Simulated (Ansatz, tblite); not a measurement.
# The cluster ZrSi₆−: one state, many levels

How do method and basis change the picture of the cluster ZrSi₆− (doublet)?

Method: as each input shows; program: Ansatz 0.2.0, Gaussian basis.

Plan: GFN1-xTB, GFN2-xTB, PBE-D4/def2-TZVPD, r2SCAN-D4/def2-TZVPD, HF/def2-TZVPD, PBE-D4/def2-SVPD, PBE0-D4/def2-SVPD, CCSD(T)/def2-SVPD, MP2/def2-TZVPD, RPA/def2-TZVPD.

5 further runs of the same task are left out: 2 that didn't finish, 3 set aside as unsound or not needed. Runs told in other sessions of the task aren't counted.

### 1 The relaxed structure

The doublet was relaxed beforehand with B3LYP-D4/def2-SVPD. At that level it is the lowest of the isomers that a small search found.

7 atoms, charge -1, spin multiplicity 2.

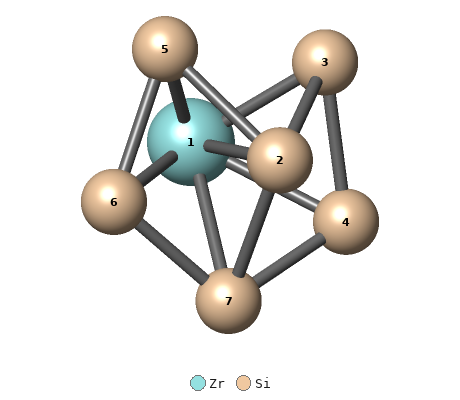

The geometry (zirconium light teal, silicon light orange); atoms are numbered from 1 in the order of the file.

Zr takes a core potential in the def2 sets. No spin-orbit coupling is included. The ion is computed in the gas phase, without counter-ions or solvent.

PBE0-D4/def2-TZVPD was run before; its log isn't repeated, and its numbers join the tables.

### 2 GFN1-xTB

Tight binding, by tblite at 300 K electronic temperature and without a spin-polarisation term:

```python
tblite.interface.Calculator('GFN1-xTB', numbers, positions, charge=-1, uhf=1).singlepoint()
```

Energy -334.2193 eV; 0.021 s.

### 3 GFN2-xTB

Tight binding, by tblite at 300 K electronic temperature and without a spin-polarisation term:

```python
tblite.interface.Calculator('GFN2-xTB', numbers, positions, charge=-1, uhf=1).singlepoint()
```

Energy -320.4553 eV; 0.038 s.

### 4 PBE-D4/def2-TZVPD

start.molden holds the orbitals of an earlier run on this state, given as this run's starting guess.

in.yaml

```yaml
crystal:
  periodic: [false, false, false]
  atoms:
    - {symbol: Zr, position_ang: [-0.605203, 1.379985, 0.789193]}
    - {symbol: Si, position_ang: [0.847307, -1.112420, -0.730955]}
    - {symbol: Si, position_ang: [1.114313, 1.428342, -1.137260]}
    - {symbol: Si, position_ang: [-1.094841, 0.459481, -1.757807]}
    - {symbol: Si, position_ang: [1.692290, 0.294234, 1.273318]}
    - {symbol: Si, position_ang: [-0.241854, -1.190929, 1.738310]}
    - {symbol: Si, position_ang: [-1.712023, -1.258693, -0.174800]}
basis:
  gaussian: {orbitals: def2-TZVPD, initial_orbitals: start.molden}
total_charge: -1
magnetization: {spin_polarized: true, initial_magnetization: 1}
hamiltonian: {xc: pbe, dispersion: d4}
scf: {omitted_lower_state_checks: [starts]}
output: {forces: true, orbitals: {seedname: orbitals}}
```

Command:

```bash
> ansatz run in.yaml --threads 4 --pin off --events-out ev --progress --plain --max-ram 4787MiB
```

Log:

```text
Functional definition: PBE
  name "PBE"
  cite "Perdew, Burke & Ernzerhof, Phys. Rev. Lett. 77, 3865 (1996) doi:10.1103/PhysRevLett.77.3865"
  parent pbe
  parameter kappa = 0.804
  parameter beta = 0.06672455060314922
  exchange = pbe_x(kappa = kappa, mu = beta*pi^2/3)
  correlation = pbe_c(beta = beta)
these checks for a lower state are left out or cut short: starts
1971 factors; their error is unknown
mean field evaluation 1: about -48525.5488 eV, gradient 1.0e1 eV
mean field evaluation 2: about -48525.7319 eV, gradient 3.2e-1 eV
mean field evaluation 4: about -48525.7240 eV, gradient 3.0e-2 eV
mean field evaluation 8: about -48525.7240 eV, gradient 1.8e-5 eV
mean field -48525.72398469 eV, -1783.2874645203 hartree, gradient 1.8e-5 eV, S^2 0.760816; 0 other end points of the search recorded, 0 dependent functions left out
the calculation of the forces begins
reference -48525.72402677 eV, -1783.2874660668 hartree; 49, 48 occupied and 249, 250 virtual orbitals, 1971 factors
Total energy: -48526.45644126 eV, -1783.3143818026 hartree
Atom 0 at    -0.605203     1.379985     0.789193 Å, force     0.142106    -0.400972    -0.210492 eV/Å
Atom 1 at     0.847307    -1.112420    -0.730955 Å, force    -0.459831     0.468423     0.336255 eV/Å
Atom 2 at     1.114313     1.428342    -1.137260 Å, force    -0.163192    -0.246092     0.141203 eV/Å
Atom 3 at    -1.094841     0.459481    -1.757807 Å, force     0.263559    -0.141910     0.290670 eV/Å
Atom 4 at     1.692290     0.294234     1.273318 Å, force    -0.243709    -0.081324    -0.205431 eV/Å
Atom 5 at    -0.241854    -1.190929     1.738310 Å, force     0.098411     0.173574    -0.366496 eV/Å
Atom 6 at    -1.712023    -1.258693    -0.174800 Å, force     0.362657     0.228302     0.014292 eV/Å
Dipole moment:    -0.466990     0.984498     0.572389 e Å
Checks for a lower state left out: starts
```

Run time: 17 s. Hardware: 4 threads of Arm Neoverse V1, shared host; peak memory 0.8 GiB.

Report: HOMO -0.79 eV, LUMO -0.15 eV (over both spins); ⟨S²⟩ 0.761 (pure: 0.75).

### 5 r2SCAN-D4/def2-TZVPD

in.yaml, as its differences from that of step 4:

```diff
@@ -14,4 +14,4 @@
 magnetization: {spin_polarized: true, initial_magnetization: 1}
-hamiltonian: {xc: pbe, dispersion: d4}
+hamiltonian: {xc: r2scan, dispersion: d4}
 scf: {omitted_lower_state_checks: [starts]}
-output: {forces: true, orbitals: {seedname: orbitals}}
+output: {orbitals: {seedname: orbitals}}
```

Same command.

Log:

```text
Functional definition: r2SCAN
  name "r2SCAN"
  cite "Furness, Kaplan, Ning, Perdew & Sun, J. Phys. Chem. Lett. 11, 8208 (2020) doi:10.1021/acs.jpclett.0c02405"
  cite "Furness, Kaplan, Ning, Perdew & Sun, J. Phys. Chem. Lett. 11, 9248 (2020) doi:10.1021/acs.jpclett.0c03077"
  parent r2scan
  parameter k0 = 0.174
  parameter k1 = 0.065
  parameter a1 = 4.9479
  exchange = r2scan_x(k0 = k0, k1 = k1, a1 = a1)
  correlation = r2scan_c
these checks for a lower state are left out or cut short: starts
1971 factors; their error is unknown
mean field evaluation 1: about -48544.7365 eV, gradient 7.2e0 eV
mean field evaluation 2: about -48544.8137 eV, gradient 1.6e-1 eV
mean field evaluation 4: about -48544.7958 eV, gradient 3.9e-3 eV
mean field evaluation 8: about -48544.7958 eV, gradient 6.8e-5 eV
mean field -48544.79578822 eV, -1783.9883403728 hartree, gradient 3.6e-5 eV, S^2 0.775353; 0 other end points of the search recorded, 0 dependent functions left out
reference -48544.79581904 eV, -1783.9883415053 hartree; 49, 48 occupied and 249, 250 virtual orbitals, 1971 factors
Total energy: -48544.93459080 eV, -1783.9934412735 hartree
Checks for a lower state left out: starts
```

Wall time 42 s (4 threads of Arm Neoverse V1, shared host); peak memory 0.95 GiB.

From the report: HOMO -1.11 eV, LUMO -0.04 eV (over both spins); ⟨S²⟩ 0.775 (pure: 0.75).

### 6 HF/def2-TZVPD

in.yaml, as its differences from that of step 5:

```diff
@@ -14,3 +14,3 @@
 magnetization: {spin_polarized: true, initial_magnetization: 1}
-hamiltonian: {xc: r2scan, dispersion: d4}
+hamiltonian: {xc: hf}
 scf: {omitted_lower_state_checks: [starts]}
```

Launched as before.

Log:

```text
Functional definition: HF
  name "HF"
  cite "Fock, Z. Phys. 61, 126 (1930) doi:10.1007/BF01340294"
  parent pbe
  exchange = exact_x
  correlation = 0
these checks for a lower state are left out or cut short: starts
2459 factors; their error is unknown
mean field evaluation 1: about -48436.5135 eV, gradient 2.9e1 eV
mean field evaluation 2: about -48437.7711 eV, gradient 1.9e0 eV
mean field evaluation 4: about -48437.9127 eV, gradient 6.4e-2 eV
mean field evaluation 8: about -48438.1700 eV, gradient 1.1e-3 eV
mean field -48438.17003310 eV, -1780.0699161455 hartree, gradient 7.9e-6 eV, S^2 0.903028; 0 other end points of the search recorded, 0 dependent functions left out
reference -48438.17003310 eV, -1780.0699161455 hartree; 49, 48 occupied and 249, 250 virtual orbitals, 2459 factors
Total energy: -48438.17003310 eV, -1780.0699161455 hartree
Checks for a lower state left out: starts
```

Run time: 2.5 min. Hardware: 4 threads of Arm Neoverse V1, shared host; peak memory 1.7 GiB.

From the report: HOMO -2.98 eV, LUMO 2.21 eV (over both spins); ⟨S²⟩ 0.903 (pure: 0.75). Doubts: spin contamination.

### 7 PBE-D4/def2-SVPD

in.yaml, as its differences from that of step 6:

```diff
@@ -11,6 +11,6 @@
 basis:
-  gaussian: {orbitals: def2-TZVPD, initial_orbitals: start.molden}
+  gaussian: {orbitals: def2-SVPD, initial_orbitals: start.molden}
 total_charge: -1
 magnetization: {spin_polarized: true, initial_magnetization: 1}
-hamiltonian: {xc: hf}
+hamiltonian: {xc: pbe, dispersion: d4}
 scf: {omitted_lower_state_checks: [starts]}
```

Launched as before.

Log:

```text
Functional definition: PBE
  name "PBE"
  cite "Perdew, Burke & Ernzerhof, Phys. Rev. Lett. 77, 3865 (1996) doi:10.1103/PhysRevLett.77.3865"
  parent pbe
  parameter kappa = 0.804
  parameter beta = 0.06672455060314922
  exchange = pbe_x(kappa = kappa, mu = beta*pi^2/3)
  correlation = pbe_c(beta = beta)
these checks for a lower state are left out or cut short: starts
1646 factors; their error is unknown
mean field evaluation 1: about -48509.2332 eV, gradient 6.4e0 eV
mean field evaluation 2: about -48509.4113 eV, gradient 2.4e-1 eV
mean field evaluation 4: about -48509.3819 eV, gradient 4.0e-3 eV
mean field -48509.38188916 eV, -1782.6869035866 hartree, gradient 2.7e-5 eV, S^2 0.759621; 0 other end points of the search recorded, 0 dependent functions left out
reference -48509.38193293 eV, -1782.6869051952 hartree; 49, 48 occupied and 129, 130 virtual orbitals, 1646 factors
Total energy: -48510.11434742 eV, -1782.7138209310 hartree
Checks for a lower state left out: starts
```

Run time: 8.5 s. Hardware: 4 threads of Arm Neoverse V1, shared host.

From the report: HOMO -0.76 eV, LUMO -0.13 eV (over both spins); ⟨S²⟩ 0.760 (pure: 0.75).

### 8 PBE0-D4/def2-SVPD

in.yaml, as its differences from that of step 7:

```diff
@@ -14,3 +14,3 @@
 magnetization: {spin_polarized: true, initial_magnetization: 1}
-hamiltonian: {xc: pbe, dispersion: d4}
+hamiltonian: {xc: pbe0, dispersion: d4}
 scf: {omitted_lower_state_checks: [starts]}
```

Launched as before.

Log:

```text
Functional definition: PBE0
  name "PBE0"
  cite "Adamo & Barone, J. Chem. Phys. 110, 6158 (1999) doi:10.1063/1.478522"
  cite "Perdew, Burke & Ernzerhof, Phys. Rev. Lett. 77, 3865 (1996) doi:10.1103/PhysRevLett.77.3865"
  parent pbe
  parameter a = 0.25
  parameter kappa = 0.804
  parameter beta = 0.06672455060314922
  exchange = (1 - a)*pbe_x(kappa = kappa, mu = beta*pi^2/3) + a*exact_x
  correlation = pbe_c(beta = beta)
these checks for a lower state are left out or cut short: starts
1699 factors; integrals over basis functions are off by at most 4.0e-4 eV
mean field evaluation 1: about -48512.0951 eV, gradient 4.3e0 eV
mean field evaluation 2: about -48512.1912 eV, gradient 9.4e-2 eV
mean field evaluation 4: about -48512.1926 eV, gradient 3.1e-4 eV
mean field -48512.19258121 eV, -1782.7901946145 hartree, gradient 1.7e-5 eV, S^2 0.767858; 0 other end points of the search recorded, 0 dependent functions left out
reference -48512.19261466 eV, -1782.7901958434 hartree; 49, 48 occupied and 129, 130 virtual orbitals, 1699 factors
Total energy: -48512.82307305 eV, -1782.8133647621 hartree
Checks for a lower state left out: starts
```

Wall time 13 s (4 threads of Arm Neoverse V1, shared host); peak memory 0.87 GiB.

From the report: HOMO -1.71 eV, LUMO 0.58 eV (over both spins); ⟨S²⟩ 0.768 (pure: 0.75).

### 9 CCSD(T)/def2-SVPD

in.yaml, as its differences from that of step 8:

```diff
@@ -14,4 +14,4 @@
 magnetization: {spin_polarized: true, initial_magnetization: 1}
-hamiltonian: {xc: pbe0, dispersion: d4}
-scf: {omitted_lower_state_checks: [starts]}
+correlation: {method: ccsd_t}
+scf: {omitted_lower_state_checks: [starts, cluster_reference]}
 output: {orbitals: {seedname: orbitals}}
```

Launched as before.

Log:

```text
Functional definition: HF
  name "HF"
  cite "Fock, Z. Phys. 61, 126 (1930) doi:10.1007/BF01340294"
  parent pbe
  exchange = exact_x
  correlation = 0
these checks for a lower state are left out or cut short: starts, cluster_reference
1699 factors; integrals over basis functions are off by at most 4.0e-4 eV
mean field evaluation 1: about -48420.6712 eV, gradient 1.6e1 eV
mean field evaluation 2: about -48421.8559 eV, gradient 1.3e0 eV
mean field evaluation 4: about -48421.9236 eV, gradient 1.6e-1 eV
mean field evaluation 8: about -48421.9254 eV, gradient 2.0e-3 eV
mean field -48421.92538246 eV, -1779.4729362455 hartree, gradient 9.8e-6 eV, S^2 0.867509; 0 other end points of the search recorded, 0 dependent functions left out
30 core orbitals not correlated: weight in the atoms' cores, before any rotation towards them, 1.000 or more for the frozen orbitals, at most 0.000 for the correlated occupied ones
reference -48421.92538246 eV, -1779.4729362455 hartree; 19, 18 occupied and 129, 130 virtual orbitals, 1699 factors
second order -25.65503388 eV of doubles, -0.00000000 eV of singles
cycle   1  -22.04846193 eV  change     3.6e0 eV  update   4.0e-1
cycle   2  -24.00934444 eV  change    -2.0e0 eV  update   2.6e-1
cycle   3  -24.35392241 eV  change   -3.4e-1 eV  update   8.6e-2
cycle   4  -24.45429439 eV  change   -1.0e-1 eV  update   4.1e-2
cycle   5  -24.45238901 eV  change    1.9e-3 eV  update   1.9e-2
cycle   6  -24.45920624 eV  change   -6.8e-3 eV  update   1.1e-2
cycle   7  -24.45360605 eV  change    5.6e-3 eV  update   5.3e-3
cycle   8  -24.45284194 eV  change    7.6e-4 eV  update   3.4e-3
cycle   9  -24.45813277 eV  change   -5.3e-3 eV  update   2.1e-3
cycle  10  -24.45894251 eV  change   -8.1e-4 eV  update   1.3e-3
cycle  11  -24.45745319 eV  change    1.5e-3 eV  update   8.5e-4
cycle  12  -24.45752095 eV  change   -6.8e-5 eV  update   6.0e-4
cycle  13  -24.45790110 eV  change   -3.8e-4 eV  update   3.9e-4
cycle  14  -24.45740512 eV  change    5.0e-4 eV  update   2.4e-4
cycle  15  -24.45800535 eV  change   -6.0e-4 eV  update   1.7e-4
cycle  16  -24.45798154 eV  change    2.4e-5 eV  update   1.1e-4
cycle  17  -24.45784161 eV  change    1.4e-4 eV  update   7.0e-5
cycle  18  -24.45786143 eV  change   -2.0e-5 eV  update   4.2e-5
perturbative correction -2.42654602 eV, -0.0891739213 hartree
Total energy: -48448.80978991 eV, -1780.4609199963 hartree
Checks for a lower state left out: starts, cluster_reference
```

Wall time 3.7 min (4 threads of Arm Neoverse V1, shared host); peak memory 4.1 GiB.

From the report: Hartree-Fock HOMO -2.99 eV, LUMO 2.29 eV (over both spins); ⟨S²⟩ 0.868 (pure: 0.75); T1 0.041.

### 10 MP2/def2-TZVPD

in.yaml, as its differences from that of step 9:

```diff
@@ -11,7 +11,7 @@
 basis:
-  gaussian: {orbitals: def2-SVPD, initial_orbitals: start.molden}
+  gaussian: {orbitals: def2-TZVPD, initial_orbitals: start.molden}
 total_charge: -1
 magnetization: {spin_polarized: true, initial_magnetization: 1}
-correlation: {method: ccsd_t}
-scf: {omitted_lower_state_checks: [starts, cluster_reference]}
+correlation: {method: mp2}
+scf: {omitted_lower_state_checks: [starts]}
 output: {orbitals: {seedname: orbitals}}
```

Same command.

Log:

```text
Functional definition: HF
  name "HF"
  cite "Fock, Z. Phys. 61, 126 (1930) doi:10.1007/BF01340294"
  parent pbe
  exchange = exact_x
  correlation = 0
these checks for a lower state are left out or cut short: starts
1942 factors; integrals over basis functions are off by at most 7.8e-4 eV
mean field evaluation 1: about -48435.9945 eV, gradient 2.9e1 eV
mean field evaluation 2: about -48437.2118 eV, gradient 1.7e0 eV
mean field evaluation 4: about -48438.1445 eV, gradient 1.5e0 eV
mean field evaluation 8: about -48438.1711 eV, gradient 2.3e-2 eV
mean field evaluation 16: about -48438.1712 eV, gradient 2.6e-6 eV
mean field -48438.17115044 eV, -1780.0699572069 hartree, gradient 2.6e-6 eV, S^2 0.903029; 0 other end points of the search recorded, 0 dependent functions left out
30 core orbitals not correlated: weight in the atoms' cores, before any rotation towards them, 1.000 or more for the frozen orbitals, at most 0.000 for the correlated occupied ones
reference -48438.17115044 eV, -1780.0699572069 hartree; 19, 18 occupied and 249, 250 virtual orbitals, 1942 factors
second order -30.02677286 eV of doubles, -0.00000000 eV of singles
Total energy: -48468.19792329 eV, -1781.1734207565 hartree
Checks for a lower state left out: starts
```

Run time: 33 s. Hardware: 4 threads of Arm Neoverse V1, shared host; peak memory 1.6 GiB.

Hartree-Fock HOMO -2.98 eV, LUMO 2.21 eV (over both spins); ⟨S²⟩ 0.903 (pure: 0.75). Doubts: spin contamination.

### 11 RPA/def2-TZVPD

in.yaml, as its differences from that of step 10:

```diff
@@ -14,4 +14,4 @@
 magnetization: {spin_polarized: true, initial_magnetization: 1}
-correlation: {method: mp2}
+hamiltonian: {xc: pbe}
+correlation: {method: rpa}
 scf: {omitted_lower_state_checks: [starts]}
-output: {orbitals: {seedname: orbitals}}
```

Same command.

Log:

```text
Functional definition: PBE
  name "PBE"
  cite "Perdew, Burke & Ernzerhof, Phys. Rev. Lett. 77, 3865 (1996) doi:10.1103/PhysRevLett.77.3865"
  parent pbe
  parameter kappa = 0.804
  parameter beta = 0.06672455060314922
  exchange = pbe_x(kappa = kappa, mu = beta*pi^2/3)
  correlation = pbe_c(beta = beta)
these checks for a lower state are left out or cut short: starts
1942 factors; integrals over basis functions are off by at most 7.8e-4 eV
mean field evaluation 1: about -48525.5399 eV, gradient 1.0e1 eV
mean field evaluation 2: about -48525.7224 eV, gradient 3.2e-1 eV
mean field evaluation 4: about -48525.7240 eV, gradient 7.2e-3 eV
mean field evaluation 8: about -48525.7240 eV, gradient 2.1e-6 eV
mean field -48525.72396737 eV, -1783.2874638838 hartree, gradient 2.5e-6 eV, S^2 0.760816; 0 other end points of the search recorded, 0 dependent functions left out
30 core orbitals not correlated: weight in the atoms' cores, before any rotation towards them, 1.000 or more for the frozen orbitals, at most 0.000 for the correlated occupied ones
reference -48435.57059355 eV, -1779.9743885041 hartree; 19, 18 occupied and 249, 250 virtual orbitals, 1942 factors
Total energy: -48480.19105650 eV, -1781.6141602727 hartree
Checks for a lower state left out: starts
```

It took 27 s on 4 threads of Arm Neoverse V1, shared host; peak memory 1.4 GiB.

From the report: ⟨S²⟩ 0.761 (pure: 0.75).

### 12 Comparison

```tsv
level	functions	HOMO (eV)	LUMO (eV)	gap (eV)	⟨S²⟩	time
HF/def2-TZVPD	298	-2.98	2.21	5.19	0.903	2.5 min
PBE-D4/def2-SVPD	178	-0.76	-0.13	0.63	0.760	8.5 s
PBE-D4/def2-TZVPD	298	-0.79	-0.15	0.64	0.761	17 s
r2SCAN-D4/def2-TZVPD	298	-1.11	-0.04	1.08	0.775	42 s
PBE0-D4/def2-SVPD	178	-1.71	0.58	2.28	0.768	13 s
PBE0-D4/def2-TZVPD	298	-1.72	0.57	2.29	0.770	29 s
```

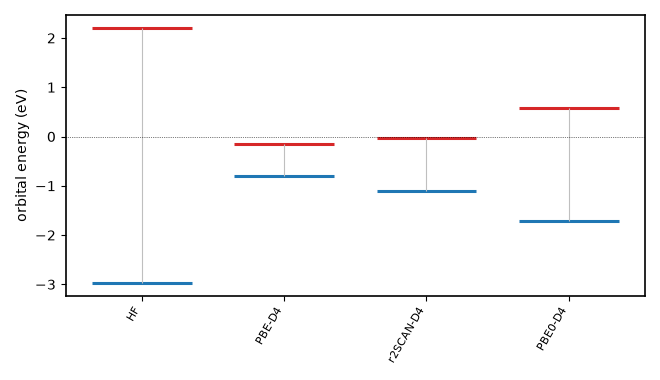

Highest filled (blue) and lowest empty (red) level in def2-TZVPD, over both spins.

Energy pieces by basis (eV):

```tsv
basis	HF	MP2 correlation	CCSD correlation	(T)	total
def2-SVPD	-48421.9254	-25.6550	-24.4579	-2.4265	-48448.8098
def2-TZVPD	-48438.1712	-30.0268			-48468.1979 (MP2)
```

The correlation energy is far from converged in these sets, so it jumps between bases; where outer-core shells are correlated, the sets cover them unevenly.

### 13 What came out

| quantity | value |
| --- | --- |
| gap in def2-TZVPD, named functionals and Hartree-Fock, smallest and largest | 0.64 eV (PBE-D4), 5.19 eV (HF) |
| correlation energy, CCSD(T)/def2-SVPD | -26.88 eV |
| correlation energy, MP2/def2-TZVPD | -30.03 eV |
| ⟨S²⟩ in def2-TZVPD, named functionals and Hartree-Fock, smallest and largest | 0.761, 0.903 |
| PBE0 total energy, smallest basis above largest | 16.19 eV (def2-SVPD, def2-TZVPD) |

Orbital gaps of the named functionals and Hartree-Fock in def2-TZVPD span 0.64 eV (PBE-D4) to 5.19 eV (HF); exact exchange widens it. Over the named functionals and Hartree-Fock in def2-TZVPD spin contamination reaches 0.15 (HF).

The slowest run with a step of its own, CCSD(T)/def2-SVPD, took 3.7 min; the quickest functional in def2-TZVPD took 17 s (shared host).
